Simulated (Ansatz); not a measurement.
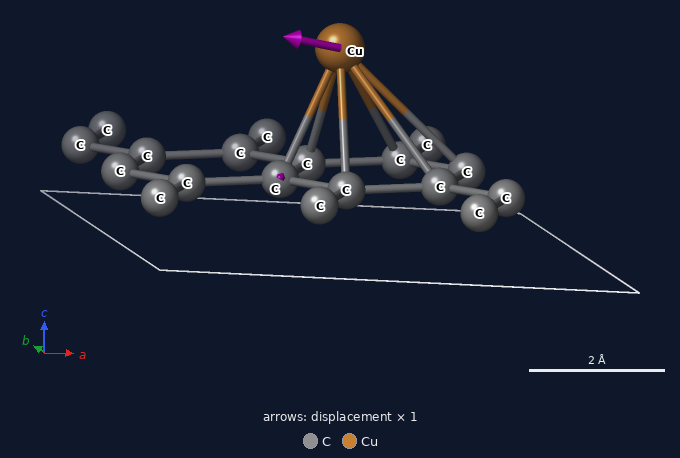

A relaxation of a slab of composition CuC18. The starting structure is drawn; purple arrows show the displacements, at their true length.

A ball-and-stick model of the cell of the calculation, outlined in the plane, without the vacuum (origin shifted), seen slightly off an axis.

It is Cu on graphene monolayer, set down by a guess. The run prepares an end point of a later path (adatom hop) calculation, from a guessed geometry.

Level of theory: DFT r2SCAN, scalar-relativistic, plane waves, PAW (Ansatz).

Input
```yaml
crystal:
  lattice:
    - [7.398, 0.0, 0.0]
    - [-3.699, 6.406856, 0.0]
    - [0.0, 0.0, 12.0]
  atoms:
    - { symbol: C, position: [0.0, 0.0, 0.0833333] }
    - { symbol: C, position: [0.2222222, 0.1111111, 0.0833333] }
    - { symbol: C, position: [0.0, 0.3333333, 0.0833333] }
    - { symbol: C, position: [0.2222222, 0.4444444, 0.0833333] }
    - { symbol: C, position: [0.0, 0.6666667, 0.0833333] }
    - { symbol: C, position: [0.2222222, 0.7777778, 0.0833333] }
    - { symbol: C, position: [0.3333333, 0.0, 0.0833333] }
    - { symbol: C, position: [0.5555556, 0.1111111, 0.0833333] }
    - { symbol: C, position: [0.3333333, 0.3333333, 0.0833333] }
    - { symbol: C, position: [0.5555556, 0.4444444, 0.0833333] }
    - { symbol: C, position: [0.3333333, 0.6666667, 0.0833333] }
    - { symbol: C, position: [0.5555556, 0.7777778, 0.0833333] }
    - { symbol: C, position: [0.6666667, 0.0, 0.0833333] }
    - { symbol: C, position: [0.8888889, 0.1111111, 0.0833333] }
    - { symbol: C, position: [0.6666667, 0.3333333, 0.0833333] }
    - { symbol: C, position: [0.8888889, 0.4444444, 0.0833333] }
    - { symbol: C, position: [0.6666667, 0.6666667, 0.0833333] }
    - { symbol: C, position: [0.8888889, 0.7777778, 0.0833333] }
    - { symbol: Cu, position: [0.0366608, 0.5346801, 0.2425], spin: 1.0 }
magnetization:
  spin_polarized: true
basis:
  ecutwfc: 500.0
kpoints:
  mp_grid: { grid: [2, 2, 1] }
hamiltonian:
  xc: r2scan
scf:
  occupations: { method: gaussian, width: 0.05 }
  lower_state_search: "off"
relax:
  f_tol: 0.03
  max_steps: 60
  adjacent_minimum: "off"
```

Command:
```bash
ansatz run input.yaml --threads 4 --pin off --max-ram 10240MiB --backend cpu --events-out ev --progress --plain --runs-dir out
```

Describe the change and its energy.

The atom that moves furthest relative to the layer's centre is Cu19 (0.94 Å at 76° to the normal (+c side)). By element the largest moves are Cu 0.94 Å, C 0.10 Å. The cell doesn't change. Among the contacts that change: C11–Cu19 2.697 → 3.579 Å, C6–Cu19 2.510 → 3.281 Å, C4–Cu19 2.626 → 3.288 Å, C15–Cu19 3.047 → 2.565 Å. Among the angles between lasting bonds that change: C15–C16–Cu19 116.3° → 93.1°, C4–C3–Cu19 84.3° → 107.2°, C5–C16–Cu19 74.3° → 93.1°. The energy falls by 0.164 eV per cell of the calculation in 8 accepted moves (9 points after the start). Largest force component: 0.58 eV/Å at the start, 0.013 eV/Å at the end. 1 step only repeated the SCF at the same geometry.

Limits of the set-up: the periodic images lie only 7.4 Å apart, so the values are limited by the cell's size.
